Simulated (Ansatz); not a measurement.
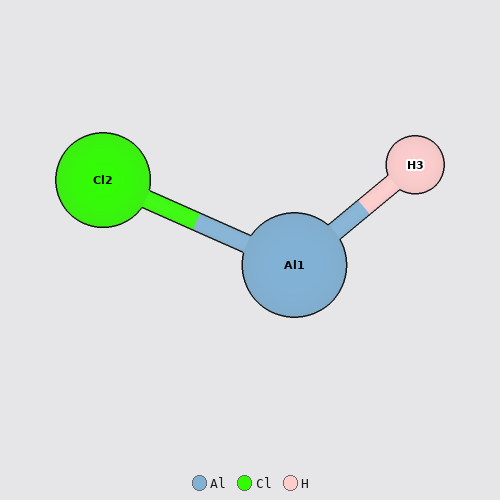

The system is AlClH, SMILES [AlH][Cl], spin multiplicity 2; the picture shows the reference structure. 
- Coordinates scanned: (1) angle Cl2–Al1–H3 (carried through 180); (2) change of the bonds Al1–Cl2, Al1–H3, all alike.
- Nothing is relaxed (all other coordinates rigid).
- The grid has 11 × 11 points; 66 points were computed and 55 follow by symmetry.
- Points are written as (first, second).
- Energies are in kcal/mol, from the lowest grid point.
- Energies and slopes of some neighbouring points disagree (a jump in structure or state, or too coarse a mesh).
- Method: UHF-MP2, frozen core/def2-TZVP (Ansatz 0.2.0).

Its coordinates:

```xyz
3

Al   -0.2015   -0.6333   -0.1873
Cl    1.4816    0.1468    0.8296
H    -1.2911    0.4216   -0.6556
```

Range: angle Cl2–Al1–H3 (carried through 180) from 98.3 to 261.7°; change of the bonds Al1–Cl2, Al1–H3, all alike from −0.204 to 0.315 Å.

### Predict the map.

The lowest grid point is at (114.6°, 0.004 Å). The same energy is found at (245.4°, 0.004 Å). The highest grid point, (180.0°, −0.204 Å), lies 54.9 kcal/mol above the lowest.

```tsv
second ↓, first →	98.3	114.6	131.0	147.3	163.7	180.0	196.3	212.7	229.0	245.4	261.7
0.315	23.8	21.6	23.3	28.2	34.9	38.2	34.9	28.2	23.3	21.6	23.8
0.263	18.5	16.1	18.0	23.3	30.8	35.1	30.8	23.3	18.0	16.1	18.5
0.211	13.6	11.1	13.0	18.7	27.2	32.5	27.2	18.7	13.0	11.1	13.6
0.159	9.5	6.7	8.8	14.8	24.0	30.7	24.0	14.8	8.8	6.7	9.5
0.107	6.2	3.3	5.3	11.7	21.6	29.7	21.6	11.7	5.3	3.3	6.2
0.056	4.2	0.9	3.0	9.6	20.2	29.9	20.2	9.6	3.0	0.9	4.2
0.004	3.5	0.0	2.1	8.9	19.9	32.4	19.9	8.9	2.1	0.0	3.5
−0.048	4.7	0.8	2.9	9.8	21.2	35.7	21.2	9.8	2.9	0.8	4.7
−0.100	8.1	3.9	5.8	12.8	24.5	40.1	24.5	12.8	5.8	3.9	8.1
−0.152	14.3	9.7	11.4	18.5	30.3	46.3	30.3	18.5	11.4	9.7	14.3
−0.204	24.0	18.8	20.4	27.5	39.3	54.9	39.3	27.5	20.4	18.8	24.0
```

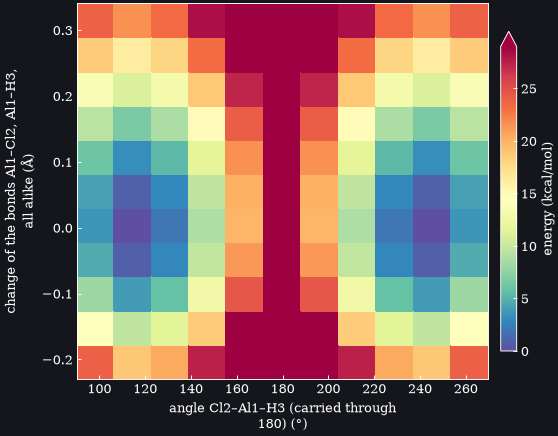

Drawn: one coloured cell a grid point, one colour for all values above the top of the scale.

The whole map (66 points run) took 4.2 min on 1 thread of Intel(R) Xeon(R) Platinum 8488C (Sapphire Rapids), with other jobs on the host.
